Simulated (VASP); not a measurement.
Band structure of Bi2Se3 (tetradymite). Level of theory: LDA (Ceperley-Alder, Perdew-Zunger), VASP's LDA PAW potentials (set 64) (plane waves; VASP 6.6.1).

Unless said otherwise, spin-orbit coupling is left out, though it shifts the bands of the heavy elements here.

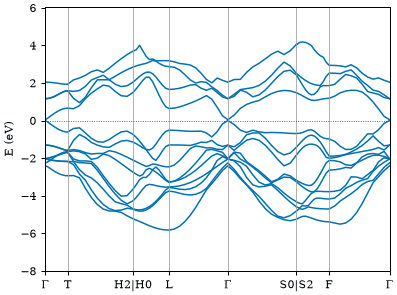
Figure: Bands along high-symmetry lines, zero at the valence-band maximum or, without a gap, the Fermi level

**Question.** Read the plot: is there a gap, and where are the band edges?

**Answer.** The gap is direct, 0.04 eV, from the valence maximum at Γ to the conduction minimum at Γ. (Edges off the drawn lines would not show.)

Measured: gap 0.30 eV (computed value off by -0.26 eV), as given by Sudong Park et al., Journal of the Korean Physical Society (2016), arXiv:1610.06451.

The compound is Bi2Se3 in the tetradymite structure. It was relaxed first.
